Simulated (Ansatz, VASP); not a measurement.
# GaAs in two plane-wave programs, part 2 of 2

Wanted: the spread between two codes on one cell, functional and k mesh.

VASP 6.6.1 and Ansatz 0.2.0.

So far: Set-up; VASP: band structure, HSE06, spin-orbit coupling.

**3. Ansatz: band structure, HSE06, spin-orbit coupling**

Level of this step: Ansatz beside VASP: Kohn-Sham DFT, plane waves, HSE06, spin-orbit coupling (Ansatz).

Ansatz runs on its fully relativistic PAW (standard-fr) files.

The same cell, functional, mesh and smearing now go to Ansatz, which takes its cutoff from its data sets.

Input file input.yaml:

```yaml
crystal:
  lattice:
    - [0.0, 2.82685, 2.82685]
    - [2.82685, 0.0, 2.82685]
    - [2.82685, 2.82685, 0.0]
  atoms:
    - { symbol: As, position: [0.75, 0.75, 0.75] }
    - { symbol: Ga, position: [0.0, 0.0, 0.0] }
hamiltonian:
  xc: { exchange: pbe, correlation: pbe, exx: { coeff: 0.25, omega: 0.2 } }
  pseudopotentials: { kind: paw_fr }
magnetization:
  noncollinear: true
  spin_orbit: true
kpoints:
  mp_grid: { grid: [4, 4, 4] }
  band_path:
    path:
      - [0.0, 0.0, 0.0]
      - [0.5, 0.0, 0.5]
      - [0.5, 0.22222, 0.72222]
      - [0.40278, 0.34722, 0.75]
      - [0.125, 0.125, 0.25]
      - [0.27778, 0.27778, 0.27778]
      - [0.55556, 0.38889, 0.55556]
      - [0.58333, 0.25, 0.66667]
      - [0.5, 0.30556, 0.69444]
      - [0.48611, 0.48611, 0.52778]
      - [0.625, 0.25, 0.625]
      - [0.5, 0.0, 0.5]
    npoints: 1
scf:
  occupations: { method: gaussian, width: 0.03 }
  n_extra_bands: 14
output:
  forces: true
  stress: true
  eigenvalues: true
```

Launch:

```bash
$ ansatz run input.yaml --threads 4 --pin off --max-ram 9216MiB --backend cpu --events-out ev --progress --plain --runs-dir out
```

Numbers of over 12 decimals in the logs are rounded to 6 here.

The program printed:

```text
Warning: output.stress: scf.convergence.dr2_threshold = 1e-7 eV (the SCF's general default) is looser than the 2e-10 eV advised for a printed stress (1e-10 eV for each atom of the cell: 2). What an SCF threshold leaves in a stress goes as its square root, and in the free energy as the threshold itself, and one threshold admits the most on a small cell: [figures from the program's tests cut] Set scf.convergence.dr2_threshold to 2e-10 eV or tighter. The threshold is an SCF's pass mark: one that does not reach it within its budget of iterations ends unconverged, or closes short of it on a stop that the run arms, and scf.convergence.dr2_threshold's page says what that costs each kind of run
Warning: output.stress: scf.exx.energy_threshold = 1e-6 eV is looser than the 2e-8 eV advised for a stress under a hybrid functional (1e-8 eV for each atom of the cell: 2). Every SCF of the exchange loop can meet its threshold on dr2 while the loop round them stops early: no threshold on dr2 bounds what that leaves in the stress. Set scf.exx.energy_threshold to 2e-8 eV or tighter. The threshold is the loop's pass mark: a loop that does not reach it within its budget of cycles ends unconverged, and scf.exx.energy_threshold's page has the law
scf.n_extra_bands = 14 over 28 filled bands (N_el = 28.0): the run solves 42 bands
Engine: ansatz 0.2.0, x86_64-unknown-linux-gnu
Pseudopotentials: kind: paw_fr
Pseudopotential: As, paw_fr, valence charge 15, recommended cutoff 420 eV (normal), As.paw.azcp#standard-fr
Pseudopotential: Ga, paw_fr, valence charge 13, recommended cutoff 420 eV (normal), Ga.paw.azcp#standard-fr
Functional definition: unnamed
  parameter a_1 = 0.25
  parameter omega_1 = 0.2/angstrom
  exchange = pbe_x + (-a_1)*pbe_x_sr(omega_1) + a_1*exact_x_sr(omega_1)
  correlation = pbe_c
non-collinear run that drives no moment, with spin-orbit: no starting moment large enough to seed its density (crystal.atoms[].spin), no starting occupations that ask for one, no magnetisation constraint and no magnetic field, so the semilocal B_xc is pinned to zero
Crystal: 2 atoms, lattice volume = 45.179 Å³
Basis set: ecut = 420 eV, 893 PW (Γ), exchange–correlation on 54×54×54 points (8 copies of the dense FFT grid, shifted against one another)
Bands: 42, of which v1, the nominal top of the filled ones, is band 28 counted from 1 (27 counted from 0)
Symmetry: 24 space group operations + 24 with time reversal
Magnetic group: BNS 216.75 (UNI 1577), of the structure as read, at distance tolerance 3.6e-5 Å
k-points: 8 of 64 (time reversal used)
Projection manifold: j_resolved (fully-relativistic pseudo-atomic orbitals)
Non-local potential: As, projectors of the file, l = 0: 2, l = 1: 4, l = 2: 6, l = 3: 2
Non-local potential: Ga, projectors of the file, l = 0: 2, l = 1: 4, l = 2: 6, l = 3: 2
PAW form: soft (Blöchl's): semilocal exchange-correlation on the pseudo side does not see the compensation charge
PAW frozen core: As, regenerated for the run's functional, and the local potential with it (the file was generated under x = pbe(κ = 0.804, μ = 0.219515), c = pbe(β = 0.066725))
PAW frozen core: Ga, regenerated for the run's functional, and the local potential with it (the file was generated under x = pbe(κ = 0.804, μ = 0.219515), c = pbe(β = 0.066725))
PAW one-centre angular grid: As, 590 points (default); XC on 187 of its mesh's 2695 points in the sphere
PAW one-centre angular grid: Ga, 590 points (default); XC on 96 Gauss nodes
Initial density: superposition of atomic densities (chi_scale 0.1, normalization cell, long waves kept (reshape's long-wave potential 0.00 eV rms))
Initial wavefunctions: pseudopotential atomic-orbital guess
Functional: x = pbe(κ = 0.804, μ = 0.219515), c = pbe(β = 0.066725), warm-up for x = pbe(κ = 0.804, μ = 0.219515) + 0.25 (exact − pbe) at short range (hse, ω = 0.2 Å⁻¹), c = pbe(β = 0.066725)
SCF iter   1: F=—  HF=-8639.904629 eV  |F-HF|=—  |Δ(HF+E_count)|=         —  Δρ=3.97e-2  dr2=4.50e-1  dr2_m=0.00e0 (ungated)  ethr=1.00e-1  |M|=0.00e0 ∫|m|=0.00e0 μB  |m|>n=0.0e0 m-floor=0.0e0 τ_xc=0.0e0  β_m=0.30  ⟨swp⟩=6.2  Hψ=1202  notcnv=0
preconditioner: auto → none  [insulator: Δε(μ)=0.385 eV  Ē_g=18.319 eV  σ=0.030 eV  W_gap=1.00  n_scr=14 (ndim 8)  ℏωp=23.4 eV  f_vac=0.001  D(μ)=0.00/eV (n_scr^D=0)]
SCF iter   2: F=—  HF=-8639.897589 eV  |F-HF|=—  |Δ(HF+E_count)|=   7.04e-3  Δρ=2.72e-2  dr2=2.11e-1  dr2_m=0.00e0 (ungated)  ethr=1.61e-3  |M|=0.00e0 ∫|m|=0.00e0 μB  |m|>n=0.0e0 m-floor=0.0e0 τ_xc=0.0e0  β_m=0.62  ⟨swp⟩=3.9  Hψ=759  notcnv=0  defer=5
iter 3 solved again at ethr=7.08e-6 eV; its pass at ethr=7.55e-4 eV (dr2=1.98e-3 eV) is discarded
SCF iter   3: F=—  HF=-8639.871247 eV  |F-HF|=—  |Δ(HF+E_count)|=   2.63e-2  Δρ=3.15e-3  dr2=2.08e-3  dr2_m=0.00e0 (ungated)  ethr=7.08e-6  |M|=0.00e0 ∫|m|=0.00e0 μB  |m|>n=0.0e0 m-floor=0.0e0 τ_xc=0.0e0  β_m=0.53  ⟨swp⟩=4.8  Hψ=1781  notcnv=0  defer=5
SCF iter   4: F=—  HF=-8639.869350 eV  |F-HF|=—  |Δ(HF+E_count)|=   1.90e-3  Δρ=1.33e-3  dr2=6.29e-4  dr2_m=0.00e0 (ungated)  ethr=7.08e-6  |M|=0.00e0 ∫|m|=0.00e0 μB  |m|>n=0.0e0 m-floor=0.0e0 τ_xc=0.0e0  β_m=0.66  ⟨swp⟩=4.0  Hψ=881  notcnv=0
[...]
SCF iter   1: F=—  HF=-8640.116832 eV  |F-HF|=—  |Δ(HF+E_count)|=         —  Δρ=1.30e-2  dr2=2.94e-2  dr2_m=0.00e0 (ungated)  ethr=2.69e-7  |M|=0.00e0 ∫|m|=0.00e0 μB  |m|>n=0.0e0 m-floor=0.0e0 τ_xc=0.0e0  β_m=0.30  ⟨swp⟩=7.6  Hψ=1751  notcnv=0
preconditioner: auto → none  [insulator: Δε(μ)=1.265 eV  Ē_g=20.904 eV  σ=0.030 eV  W_gap=1.00  n_scr=14 (ndim 8)  ℏωp=23.4 eV  f_vac=0.088  D(μ)=0.00/eV (n_scr^D=0)]
SCF iter   2: F=—  HF=-8640.099871 eV  |F-HF|=—  |Δ(HF+E_count)|=   1.70e-2  Δρ=5.52e-3  dr2=9.95e-3  dr2_m=0.00e0 (ungated)  ethr=2.69e-7  |M|=0.00e0 ∫|m|=0.00e0 μB  |m|>n=0.0e0 m-floor=0.0e0 τ_xc=0.0e0  β_m=0.41  ⟨swp⟩=4.2  Hψ=1174  notcnv=0
SCF iter   3: F=—  HF=-8640.096700 eV  |F-HF|=—  |Δ(HF+E_count)|=   3.17e-3  Δρ=2.78e-3  dr2=1.91e-3  dr2_m=0.00e0 (ungated)  ethr=2.69e-7  |M|=0.00e0 ∫|m|=0.00e0 μB  |m|>n=0.0e0 m-floor=0.0e0 τ_xc=0.0e0  β_m=0.52  ⟨swp⟩=4.0  Hψ=1096  notcnv=0
SCF iter   4: F=—  HF=-8640.106039 eV  |F-HF|=—  |Δ(HF+E_count)|=   9.34e-3  Δρ=1.41e-3  dr2=4.07e-4  dr2_m=0.00e0 (ungated)  ethr=2.69e-7  |M|=0.00e0 ∫|m|=0.00e0 μB  |m|>n=0.0e0 m-floor=0.0e0 τ_xc=0.0e0  β_m=0.52  ⟨swp⟩=4.1  Hψ=1158  notcnv=0
SCF iter   5: F=—  HF=-8640.105925 eV  |F-HF|=—  |Δ(HF+E_count)|=   1.15e-4  Δρ=2.06e-4  dr2=3.04e-5  dr2_m=0.00e0 (ungated)  ethr=2.69e-7  |M|=0.00e0 ∫|m|=0.00e0 μB  |m|>n=0.0e0 m-floor=0.0e0 τ_xc=0.0e0  β_m=0.60  ⟨swp⟩=4.0  Hψ=861  notcnv=0
SCF iter   6: F=—  HF=-8640.106033 eV  |F-HF|=—  |Δ(HF+E_count)|=   1.09e-4  Δρ=1.66e-4  dr2=9.94e-6  dr2_m=0.00e0 (ungated)  ethr=5.74e-8  |M|=0.00e0 ∫|m|=0.00e0 μB  |m|>n=0.0e0 m-floor=0.0e0 τ_xc=0.0e0  β_m=0.60  ⟨swp⟩=4.1  Hψ=830  notcnv=0
SCF iter   7: F=-8640.106030 eV  HF=-8640.106030 eV  |F-HF|=3.02e-8  |Δ(HF+E_count)|=   2.87e-6  Δρ=1.27e-5  dr2=8.60e-7  dr2_m=0.00e0 (ungated)  ethr=3.26e-8  |M|=0.00e0 ∫|m|=0.00e0 μB  |m|>n=0.0e0 m-floor=0.0e0 τ_xc=0.0e0  ⟨swp⟩=2.9  Hψ=606  notcnv=0
SCF 2 stopped early in 7 iterations: F = -8640.106030 eV  dr2 = 8.60e-7
hybrid outer 1: dexx = +9.731e-3 eV, tail = 6.03e-5 eV
Projection manifold: j_resolved (fully-relativistic pseudo-atomic orbitals)
Exchange kernel: α = 0.2500, screened, ω = 0.2000 Å⁻¹, Wigner–Seitz truncation, v(0) = 1102.6811 eV·Å³, q-mesh 4×4×4, nearest image of the exchange supercell L = 15.99 Å, pair-density grid 15×15×15, without the augmentation charges, whose exchange is taken in its separable form by FFT convolution over the k-point mesh (sized by the pseudopotential files, 24×24×24 at the most), smooth part of the exact exchange by density-matrix convolution
Frozen-core exchange: fock
SCF iter   1: F=—  HF=-8640.106106 eV  |F-HF|=—  |Δ(HF+E_count)|=         —  Δρ=6.19e-5  dr2=1.20e-6  dr2_m=0.00e0 (ungated)  ethr=1.08e-6  |M|=0.00e0 ∫|m|=0.00e0 μB  |m|>n=0.0e0 m-floor=0.0e0 τ_xc=0.0e0  β_m=0.30  ⟨swp⟩=5.4  Hψ=798  notcnv=0
preconditioner: auto → none  [insulator: Δε(μ)=1.372 eV  Ē_g=20.723 eV  σ=0.030 eV  W_gap=1.00  n_scr=14 (ndim 8)  ℏωp=23.4 eV  f_vac=0.088  D(μ)=0.00/eV (n_scr^D=0)]
SCF iter   2: F=—  HF=-8640.106106 eV  |F-HF|=—  |Δ(HF+E_count)|=   7.74e-7  Δρ=3.38e-5  dr2=3.79e-7  dr2_m=0.00e0 (ungated)  ethr=3.78e-9  |M|=0.00e0 ∫|m|=0.00e0 μB  |m|>n=0.0e0 m-floor=0.0e0 τ_xc=0.0e0  β_m=0.30  ⟨swp⟩=4.4  Hψ=962  notcnv=0
SCF iter   3: F=—  HF=-8640.106106 eV  |F-HF|=—  |Δ(HF+E_count)|=   1.14e-7  Δρ=1.55e-5  dr2=5.09e-8  dr2_m=0.00e0 (ungated)  ethr=1.15e-9  |M|=0.00e0 ∫|m|=0.00e0 μB  |m|>n=0.0e0 m-floor=0.0e0 τ_xc=0.0e0  β_m=0.65  ⟨swp⟩=2.1  Hψ=567  notcnv=0
SCF iter   4: F=-8640.106106 eV  HF=-8640.106106 eV  |F-HF|=2.91e-11  |Δ(HF+E_count)|=   2.75e-9  Δρ=2.01e-6  dr2=3.43e-9  dr2_m=0.00e0 (ungated)  ethr=1.72e-10  |M|=0.00e0 ∫|m|=0.00e0 μB  |m|>n=0.0e0 m-floor=0.0e0 τ_xc=0.0e0  ⟨swp⟩=3.2  Hψ=638  notcnv=0  defer=4
SCF 3 converged in 4 iterations: F = -8640.106106 eV  dr2 = 3.43e-9
  Residual-converged pass: ⟨swp⟩=3.0  Hψ=758  notcnv=0  max |occ|·‖R‖ = 1.8e-6 eV (tolerance 2.4e-6 eV)  dr2=3.28e-9  dr2_m=0.00e0 (ungated)  dr2_onsite=1.46e-9  max |Δocc| = 6.7e-236
hybrid outer 2: dexx = +7.511e-7 eV, tail = 3.68e-8 eV, Δε = 3.06e-3 eV (about 1.20e-4 eV left of the loop's levels)
NSCF: frozen V_eff on 12 k-points
hybrid SCF converged: 2 outer / 11 inner (+6 warm-up), last move |dexx| = 7.51e-7 eV, tail = 3.68e-8 eV
Magnetization: |M| = 0.0000 μB,  M = (+0.0000, +0.0000, +0.0000) μB
Absolute magnetization: 0.0000 μB (∫|m|)
  site 0: m = (+0.0000, +0.0000, +0.0000) μB, |m| = 0.0000 μB  (R = 1.01 Å)
  site 1: m = (+0.0000, +0.0000, +0.0000) μB, |m| = 0.0000 μB  (R = 1.01 Å)
Free energy (F): -8640.106106 eV
Frozen-core exchange: fock
Harris-Foulkes:  -8640.106106 eV  (|F-HF|=2.91e-11)
Internal energy: -8640.106106 eV  (E = F + TS)
E sigma→0 (E₀):  -8640.106106 eV
Fermi energy:    8.586038 eV
--- Per-component energies (eV) ---
  E_band       = -386.705223
  E_kinetic    = 218.150735
  E_local      = -3921.353327  (includes V_loc(G=0)·N_el)
  E_nonlocal   = -243.900598
  E_hartree    = 1981.015117
  E_xc         = -119.131300
  E_vxc        = -109.794844  (∫ρ·V_xc dr)
  E_exx        = -109.819278  (= α·E_x^exact, valence–valence)
  E_paw        = -3745.694173  (= ΣΔE_a)
  E_vpaw       = -72.199020  (= ΣTr[D̂ρ^β])
  E_aug_tail   = -0.000141  (compensation charges beyond the density's cutoff)
  E_ewald      = -2698.727786
  E_core_change = -0.645370  (= ΣΔE_core)
  E_smearing   = -0.000000  (= −TS)
  E_closure    = 0.000015  (closes the sum)
  Σ components = -8640.106106   (vs F -8640.106106, Δ=0.00e0)
--- Forces (eV/Å), atoms counted from 1 ---
  atom   1  As     0.00000000    -0.00000000     0.00000000
  atom   2  Ga    -0.00000000     0.00000000     0.00000000
  max |Σ_I F_I| component: 2.82e-16 eV/Å
--- Stress (GPa, compression-positive) ---
        1.415144      -0.000000       0.000000
        0.000000       1.415144       0.000000
        0.000000       0.000000       1.415144
  P = ⅓ Tr σ = 1.4151 GPa (14.151 kbar)
--- Band table (eV; the first three rows and the last of 8) ---
  k-point 0: bands = [... 24 lower, 7.8993, 7.8993, 7.8993, 7.8993, 9.2723, 9.2723, 12.2132, 12.2132, ... 10 higher]
  k-point 1: bands = [... 24 lower, 6.9419, 6.9419, 7.1679, 7.1712, 10.0837, 10.0837, 13.1975, 13.1975, ... 10 higher]
  k-point 2: bands = [... 24 lower, 6.4323, 6.4323, 6.6560, 6.6560, 9.5943, 9.5943, 13.2221, 13.2221, ... 10 higher]
  k-point 7: bands = [... 24 lower, 3.8785, 4.0140, 4.1690, 4.2130, 13.2160, 13.2677, 13.4169, 13.5227, ... 10 higher]
```

It took 95 s on 4 threads of Intel Xeon Platinum 8488C (Sapphire Rapids), shared host; peak memory 1.2 GiB; 5.8 min of CPU time.

Reading the cycles: dr2 is the Hartree energy of the density residual (eV), the measure of convergence; HF is the Harris–Foulkes estimate of the energy, which meets the free energy F at convergence.

**4. Side by side**

Known differences besides the PAW data sets themselves: spin-orbit coupling enters by fully relativistic files in Ansatz and inside the spheres in VASP; exact exchange at q = 0 is treated differently, which shows on coarse meshes; VASP keeps PBE cores, Ansatz makes them for the functional; the data sets hold 28 valence electrons in Ansatz (fully relativistic PAW (standard-fr) files) and 18 in VASP; the cutoff is 420 eV in Ansatz and 350 eV in VASP; VASP takes a coarser grid for exact exchange (PRECFOCK = Fast). Total energies have different zeros and are not compared.

The two programs side by side:

| quantity | Ansatz | VASP | difference |
| --- | --- | --- | --- |
| gap over the path points (eV) | 1.373 | 1.371 | +0.002 |

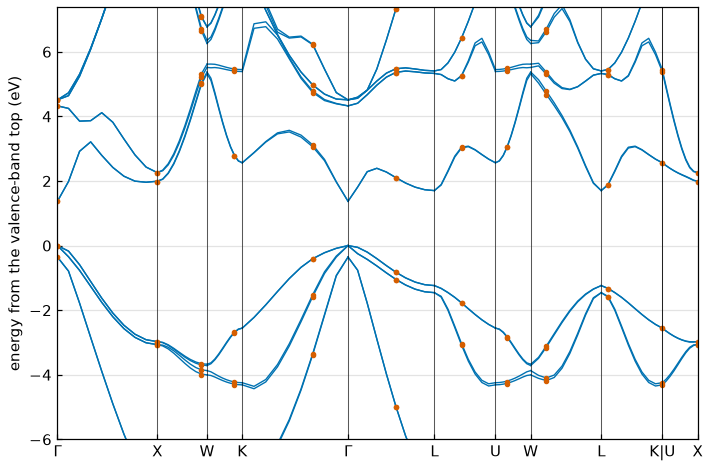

Bands from VASP (lines) and levels from Ansatz (dots). Dots without a line are higher empty bands that the VASP plot leaves out.

Levels at points of the path, from each program's valence-band top (eV; 6 filled, then empty):

| k (reciprocal lattice) | Ansatz | VASP |
| --- | --- | --- |
| 0.000 0.000 0.000 | -0.36 -0.36 0.00 0.00 0.00 0.00 1.37 1.37 4.31 4.31 4.50 4.50 | -0.36 -0.36 0.00 0.00 0.00 0.00 1.37 1.37 4.33 4.33 4.51 4.51 |
| 0.500 0.000 0.500 | -7.51 -7.51 -3.08 -3.08 -2.98 -2.98 1.98 1.98 2.25 2.25 11.39 11.39 | -7.49 -7.49 -3.07 -3.07 -2.97 -2.97 1.99 1.99 2.26 2.26 11.38 11.38 |
| 0.500 0.222 0.722 | -7.32 -7.26 -4.00 -3.86 -3.71 -3.67 4.99 5.03 5.21 5.32 6.64 6.71 | -7.31 -7.25 -3.98 -3.85 -3.70 -3.66 5.00 5.04 5.21 5.32 6.65 6.72 |
| 0.403 0.347 0.750 | -7.31 -7.26 -4.31 -4.24 -2.71 -2.69 2.77 2.79 5.40 5.46 8.48 8.52 | -7.30 -7.25 -4.29 -4.22 -2.69 -2.68 2.79 2.80 5.41 5.47 8.48 8.52 |
| 0.125 0.125 0.250 | -3.38 -3.35 -1.58 -1.52 -0.41 -0.41 3.06 3.11 4.73 4.78 4.96 4.97 | -3.37 -3.34 -1.58 -1.52 -0.41 -0.41 3.06 3.12 4.74 4.78 4.97 4.97 |
| 0.278 0.278 0.278 | -5.00 -5.00 -1.06 -1.06 -0.83 -0.83 2.10 2.10 5.36 5.36 5.47 5.47 | -4.99 -4.99 -1.05 -1.05 -0.83 -0.82 2.10 2.10 5.37 5.37 5.48 5.48 |
| 0.556 0.389 0.556 | -7.21 -7.18 -3.09 -3.04 -1.78 -1.78 3.01 3.04 5.24 5.26 6.42 6.42 | -7.19 -7.16 -3.08 -3.03 -1.77 -1.77 3.02 3.05 5.25 5.27 6.43 6.43 |
| 0.583 0.250 0.667 | -7.31 -7.26 -4.28 -4.21 -2.85 -2.83 3.04 3.06 5.42 5.49 8.09 8.14 | -7.30 -7.24 -4.26 -4.19 -2.84 -2.82 3.05 3.07 5.42 5.49 8.09 8.14 |
| 0.500 0.306 0.694 | -7.22 -7.16 -4.20 -4.11 -3.16 -3.12 4.68 4.78 5.30 5.36 6.63 6.71 | -7.21 -7.15 -4.18 -4.10 -3.14 -3.11 4.68 4.78 5.31 5.37 6.62 6.71 |
| 0.486 0.486 0.528 | -7.32 -7.31 -1.60 -1.58 -1.33 -1.33 1.87 1.88 5.29 5.29 5.45 5.45 | -7.30 -7.30 -1.59 -1.57 -1.33 -1.32 1.87 1.89 5.29 5.30 5.45 5.45 |

Among the levels compared (up to four filled and three empty ones at each point), filled levels agree within 16 meV and empty ones within 15 meV.

**5. Outcome**

```
difference in gap over the path points (band structure, HSE06, spin-orbit coupling) : 0.0018 eV
```

**Reading.** The difference in gap over the path points is 0.0018 eV (band structure, HSE06, spin-orbit coupling), within the 0.08 eV picked in this series as the mark of a large difference. Differences of this kind measure data sets and numerical settings, not the functional's error against experiment.

[Lines on the potential files, build, host, timing and source positions are cut from VASP's logs without a mark.]

[Logs are printed without paths, hosts, clocks, repeated set-up lines and the standing remarks that a program may print on its own settings, such as how far it seeks lower states.]

[Hosts, paths, dates, database ids (printed as entryN), source tags and the programs' standing remarks are cut or masked in the printed files.]
